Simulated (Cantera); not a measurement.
A closed system holds: 1 mol Si2H6, 3.7 mol H2O, 2.4 mol N2, held at 1.00 bar.

Cantera equilibrium calculation (NASA polynomials, part measured and part estimated; ideal gas, pure solids and liquids). Candidate condensed phases: H2O, Si, SiO2, Si2N2O, Si3N4; 35 gas species. The feed counts by its element totals alone. N2 is the only nitrogen source here; it is nearly inert below about 1500 K, so the nitride shown seldom forms there in practice. Mutual solubility and eutectic melting of coexisting phases are not modelled. The tables hold silica as quartz up to 1696 K and as liquid above; real silica turns to tridymite and cristobalite and melts near 1996 K. Equilibrium is a limit: real reactors are often held back by kinetics, nucleation or transport.

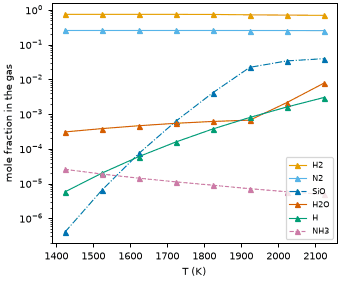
Fig. 1. Equilibrium gas composition (values under 1e-9 drawn at 1e-9)

Problem. Read off the mole fractions at 2123 K.

Solution. H2 about 0.70, N2 about 0.25, SiO about 0.039, H2O about 0.0077, H about 0.0030, NH3 about 4.8e-6.
